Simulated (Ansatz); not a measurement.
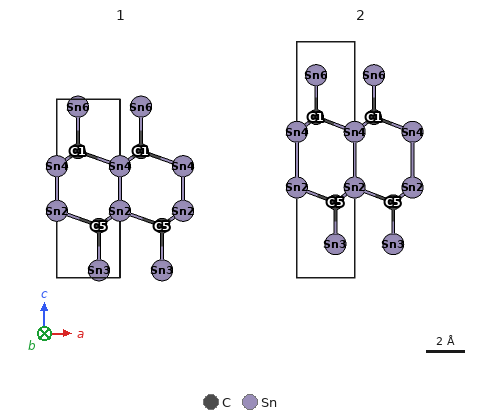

Two geometries of crystalline Sn₂C (a generated structure, set up in P-3m1), drawn at one scale. One is the start of a relaxation, the other its converged end. The picture is a ball-and-stick view of the cell of the calculation, repeated 2 × 1 × 1 with one cell outlined, seen along the b axis.

Theory: DFT, PBE, plane waves, PAW in Ansatz 0.2.0. (plane-wave cutoff 420 eV; k-point mesh 12 × 12 × 4; occupations fermi dirac; smearing width 0.02 eV; no spin polarisation; cell and atoms relaxed; force threshold 0.005 eV/Å)

### Which one is relaxed?

Structure 2 is the relaxed one. Over 17 accepted moves (20 points after the start) the energy falls by 939 meV per atom. The largest force component goes from 7.3 to 0.00037 eV/Å. The pressure goes from 19.63 to 0.00 GPa. At 3 points the geometry stayed and the basis and grid were re-selected for the new cell (energy shift of 22.2 meV per atom at most each time). The largest moves relative to the cell, 1.26 Å, are those of Sn3 and Sn6. Sn3 goes along +c. Largest moves by element: Sn 1.26 Å, C 0.35 Å. The drawn cell changes as follows: a = b 3.854 → 3.530 Å (−8.4 %), c 9.440 → 12.487 Å (+32.3 %); the volume changes by +11.0 %. Near-neighbour distances that change, for instance: Sn3–Sn6 2.360 → 4.098 Å, Sn2–Sn4 2.360 → 2.944 Å, C1–Sn4 2.360 → 2.182 Å, C1–Sn6 2.360 → 2.216 Å. Bonds break, among them: Sn3–Sn6 (2.36 → 4.10 Å). The space group stays P-3m1 (No. 164). The run took 55 s on 4 threads of Intel(R) Xeon(R) 6975P-C (Granite Rapids), on a shared host, peak memory 0.69 GiB.
